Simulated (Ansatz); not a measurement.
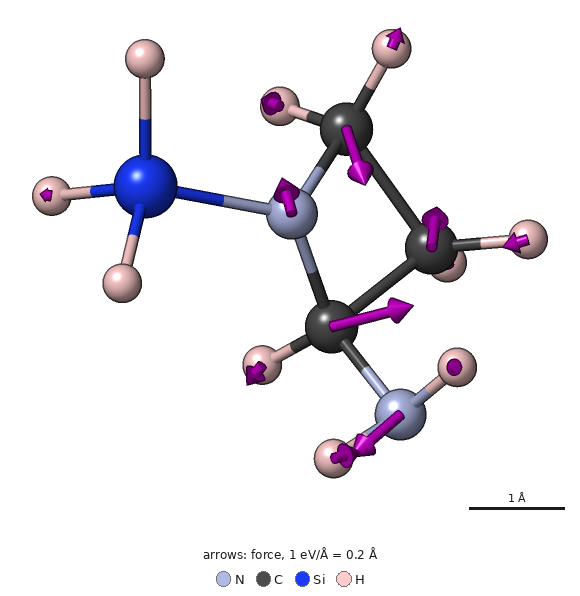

Starting geometry of C3H10N2Si with the computed forces as purple arrows. The picture is a ball-and-stick view, seen at a tilt.

The run prepares an end point of a later path (inversion) calculation, from a guessed geometry.

All numbers below come from RHF/def2-SVP (Ansatz 0.2.0). Set-up: no spin polarisation; force threshold 0.015 eV/Å; at most 40 steps.

Question: Is this structure relaxed? If not, where do the atoms go?

Answer: It isn't relaxed: the largest force vector, on a C atom, is 5.11 eV/Å. The final displacements have little in common with the starting forces (cosine between the two patterns 0.27). The largest move after the best rigid fit is that of an H atom, 0.38 Å. Largest moves by element: H 0.38 Å, N 0.23 Å, C 0.12 Å, Si 0.06 Å. Near-neighbour distances that change, for instance: C–N 1.556 → 1.460 Å, H–N 1.053 → 1.004 Å, C–H 1.050 → 1.095 Å, C–H 1.125 → 1.090 Å. Bond angles that change, for instance: N–C–C 105.5° → 116.6°, N–C–H 117.2° → 107.3°, C–N–Si 122.3° → 131.0°. The energy falls by 0.936 eV in 9 accepted moves (10 points after the start). The largest force component goes from 4.8 to 0.0037 eV/Å. The line search rejected the trial step at point 4 of the run.
